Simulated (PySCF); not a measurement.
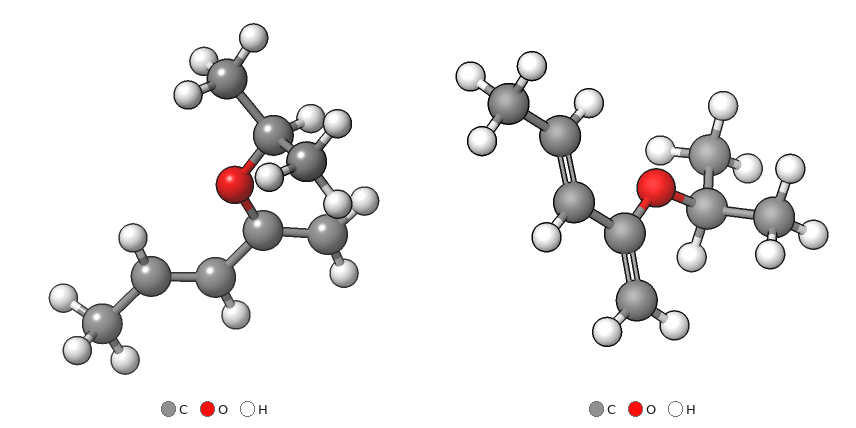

Two views of one molecule.

The geometry was computed by an optimisation with PBE0-D3(BJ)/def2-SVP. No frequency run is at hand to confirm it as a minimum.

What is the molecular formula?

Answer. C₈H₁₄O, 23 atoms: 8 carbon, 14 hydrogen and 1 oxygen.

Give a SMILES string for it.

Answer. C=C(/C=C/C)OC(C)C

Does it have rings?

Answer. It has no ring.

Name functional groups in it.

Answer. Among them: ether, alkene.

Give the symmetry (Schoenflies symbol).

Answer. C1.

More results for the same structure follow; atom numbers are the same in all pictures, views and colours differ.

Geometry

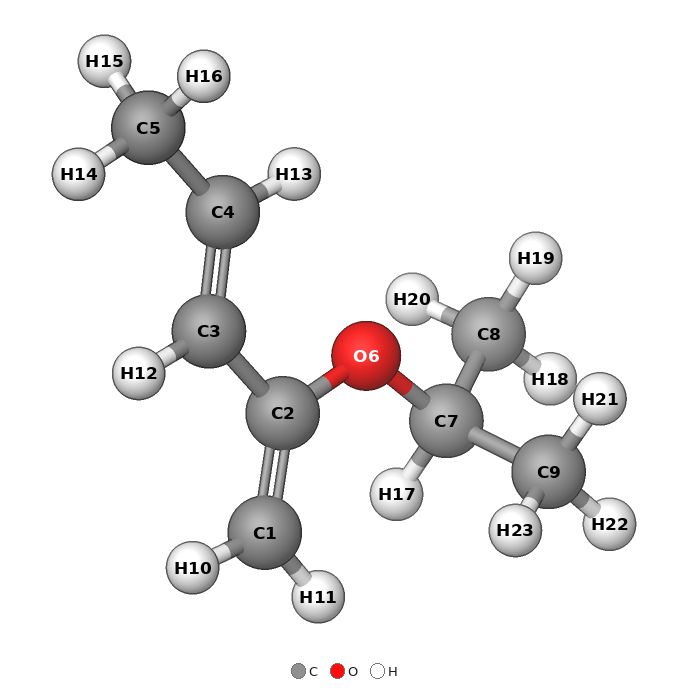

The atoms are numbered. No frequency run is at hand to confirm it as a minimum.

Which atoms are bonded, and how long are the bonds? Leave out bonds to hydrogen.

| bond | length (Å) | order |
| --- | --- | --- |
| C1–C2 | 1.349 | double |
| C2–C3 | 1.464 | single |
| C2–O6 | 1.349 | single |
| C3–C4 | 1.340 | double |
| C4–C5 | 1.489 | single |
| O6–C7 | 1.420 | single |
| C7–C8 | 1.514 | single |
| C7–C9 | 1.519 | single |

NMR shielding

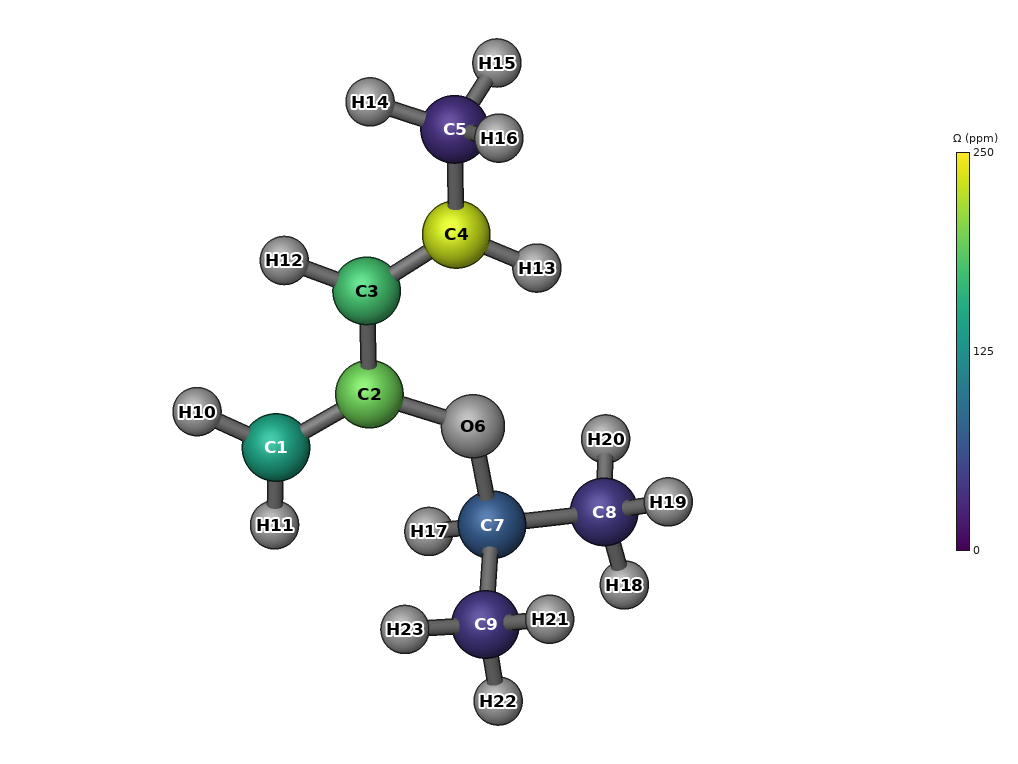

The C atoms are coloured by the span of their shielding tensor. No frequency run is at hand to confirm it as a minimum. Level of theory: GIAO PBE0/pcSseg-1 NMR shielding, non-relativistic, IEF-PCM benzene (PySCF 2.14.0). Principal shieldings σ11 ≤ σ22 ≤ σ33, span Ω = σ33 − σ11, skew κ = 3(σiso − σ22)/Ω.

Which C atom has the most anisotropic shielding?

Answer. C4, with a span of 230 ppm.

Give the shielding tensors of the C atoms.

```json
{"atom": "C1", "σ11": "17.9", "σ22": "109.4", "σ33": "164.6", "σiso": "97.3", "Ω": "146.7", "κ": "−0.25"}
{"atom": "C2", "σ11": "−86.0", "σ22": "41.8", "σ33": "109.3", "σiso": "21.7", "Ω": "195.3", "κ": "−0.31"}
{"atom": "C3", "σ11": "−53.0", "σ22": "79.4", "σ33": "122.9", "σiso": "49.8", "Ω": "175.8", "κ": "−0.51"}
{"atom": "C4", "σ11": "−62.1", "σ22": "40.6", "σ33": "168.2", "σiso": "48.9", "Ω": "230.3", "κ": "0.11"}
{"atom": "C5", "σ11": "149.9", "σ22": "156.7", "σ33": "184.7", "σiso": "163.8", "Ω": "34.8", "κ": "0.61"}
{"atom": "C7", "σ11": "84.9", "σ22": "107.7", "σ33": "156.6", "σiso": "116.4", "Ω": "71.6", "κ": "0.36"}
{"atom": "C8", "σ11": "143.0", "σ22": "153.5", "σ33": "185.0", "σiso": "160.5", "Ω": "42.0", "κ": "0.50"}
{"atom": "C9", "σ11": "146.4", "σ22": "162.5", "σ33": "186.7", "σiso": "165.2", "Ω": "40.3", "κ": "0.20"}
```

Shieldings and span in ppm.

Dipole moment

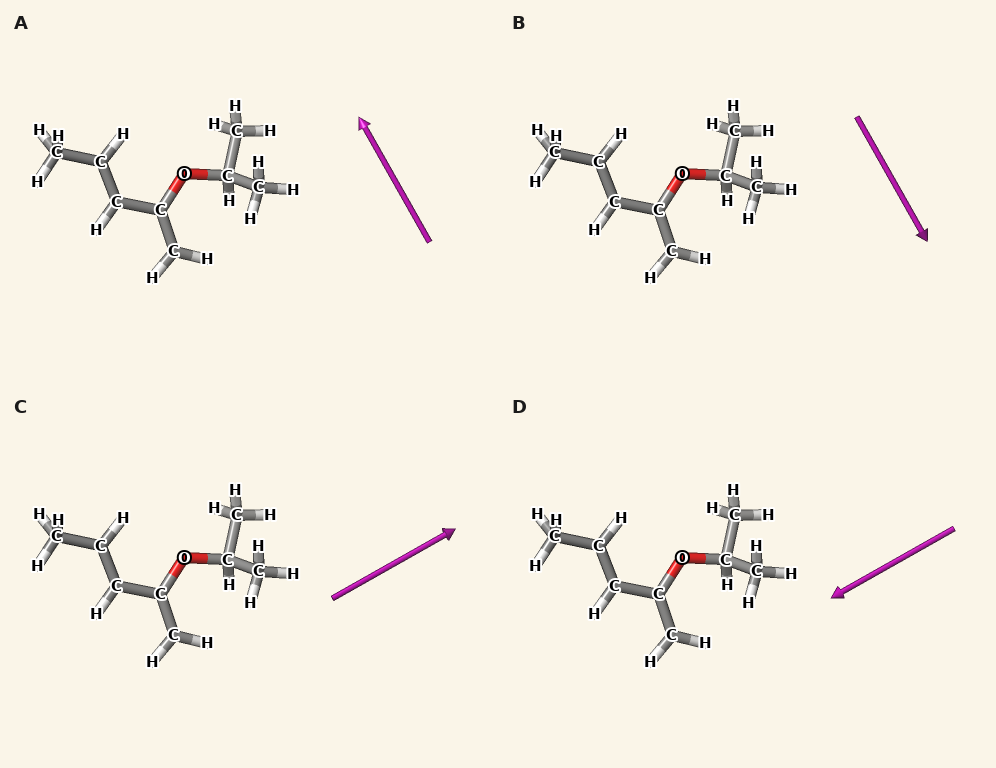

The same molecule four times, each with an arrow. No frequency run is at hand to confirm it as a minimum. Properties computed with PBE0/pcSseg-1 in benzene (IEF-PCM) (PySCF 2.14.0).

Which arrow points along the dipole moment, from the negative to the positive end?

Answer. C. The dipole moment is 0.84 D.

Quadrupole coupling

No frequency run is at hand to confirm it as a minimum. Electric field gradients from the ground-state density, PBE0/pcSseg-1 in benzene (IEF-PCM) (PySCF 2.14.0), non-relativistic apart from any core potentials.

Give the largest field-gradient component, the quadrupole coupling constant and the asymmetry for 17O at O6 (Q = −25.6 mb), 2H at H10 (Q = 2.86 mb), 2H at H11 (Q = 2.86 mb), 2H at H12 (Q = 2.86 mb), 2H at H13 (Q = 2.86 mb).

| atom | V_zz (a.u.) | e²qQ/h (MHz) | η |
| --- | --- | --- | --- |
| O6 | 1.858 | −11.17 | 0.61 |
| H10 | 0.315 | 0.212 | 0.11 |
| H11 | 0.317 | 0.213 | 0.10 |
| H12 | 0.300 | 0.202 | 0.10 |
| H13 | 0.297 | 0.199 | 0.04 |
